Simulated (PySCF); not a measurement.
# H4P2, SMILES `PP`: electronic structure

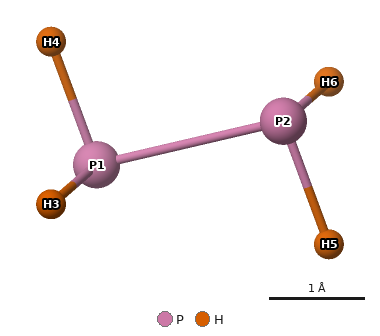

The molecule, with its atoms numbered as below. No frequency check shows the geometry to be a minimum.

Geometry (Å), atoms numbered from 1:

```
P1       1.0688    0.0000   -0.1302
P2      -1.0688    0.0000    0.1302
H3       1.2785    1.0034    0.8165
H4       1.2785   -1.0033    0.8165
H5      -1.2785    1.0034   -0.8165
H6      -1.2785   -1.0033   -0.8165
```

## 1. In an electric field

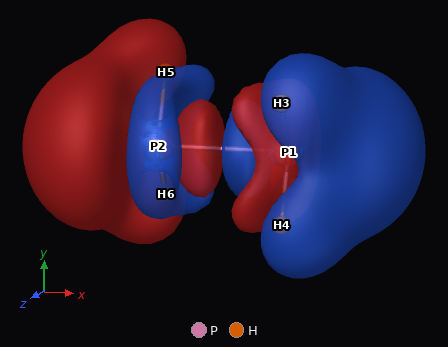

Change of the electron density in a uniform field of 0.10 V/Å, surfaces at ±0.0005 e/Å³ (blue: gain, red: loss).

Computed with PySCF, BLYP/def2-SVPD, geometry: GFN2-xTB.

The field was applied in both directions; the picture shows the one opposite to the script's first.

> Along which Cartesian direction does the field point?

Along −x: electrons gather on the +x side, against the field.

> How large is the response?

The induced dipole is 0.36 D (along the field); α along this axis, from the fields in both directions, is 71 bohr³ (10.5 Å³).

## 2. Localised orbitals

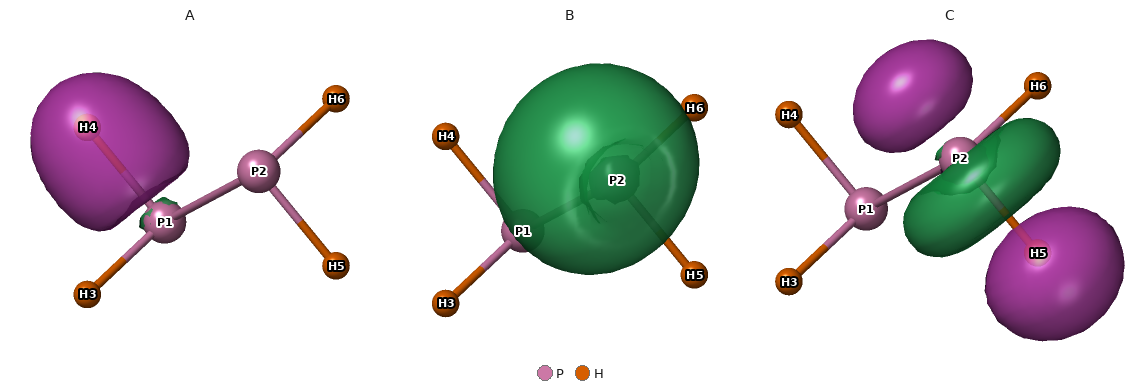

Intrinsic bond orbitals (IBO), occupied and valence-virtual; each surface holds about 70 % of the orbital's density. Energies are diagonal elements of the Fock matrix.

PySCF calculation, BP86/def2-TZVP, gas phase; geometry: GFN2-xTB.

> Identify each orbital.

By panel:
- A: σ bond P1–H4 (P1 50 %, H4 50 %; −11.4 eV)
- B: lone pair on P2 (sp0.8-type) (P2 100 %; −8.8 eV)
- C: σ* orbital P2–H5 (P2 50 %, H5 50 %; 3.2 eV)

> How do all the valence pairs divide up?

7 pairs: 5 σ bonds and 2 lone pairs.

## 3. Stretching a bond

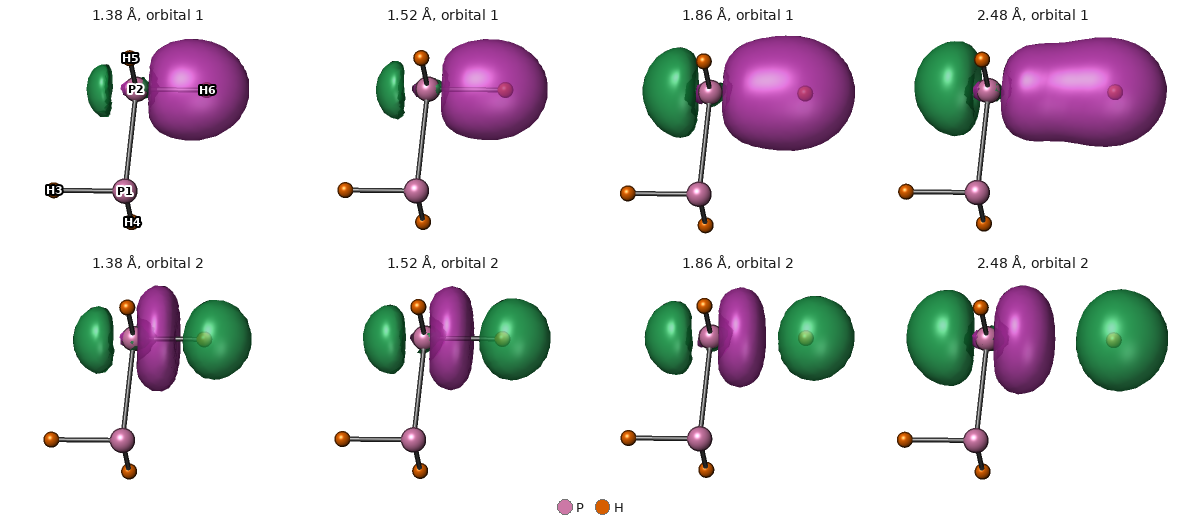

Rigid stretch of the P2–H6 bond. The two CASSCF(2,2) natural orbitals nearest half filling (orbital 1 the more occupied).

Computed with PySCF, def2-SVP basis, geometry: GFN2-xTB.

> How do the occupations change along the stretch?

1.38 Å: 1.98 and 0.02; 1.52 Å: 1.97 and 0.03; 1.86 Å: 1.93 and 0.07; 2.48 Å: 1.70 and 0.30. At the longest distance computed (3.86 Å) they are 1.13 and 0.87, and the effective number of unpaired electrons is 1.9.

> Where does the UHF solution part from RHF?

Between 1.86 Å (⟨S²⟩ = 0, the two coincide) and 2.14 Å (⟨S²⟩ = 0.51); at 3.86 Å ⟨S²⟩ is 1.01 and UHF lies 4.0 eV below RHF.

> How much energy does the stretch cost?

By CASSCF, 3.1 eV from the lowest point of the scan (1.38 Å) to 3.86 Å; RHF gives 6.6 eV from its own lowest point. The fragments aren't relaxed and dynamic correlation is missing, so this isn't a bond dissociation energy.

The PySCF runs shown took 19 s, 11 s and 75 s on 1 thread of Arm Neoverse N1, on a shared host.
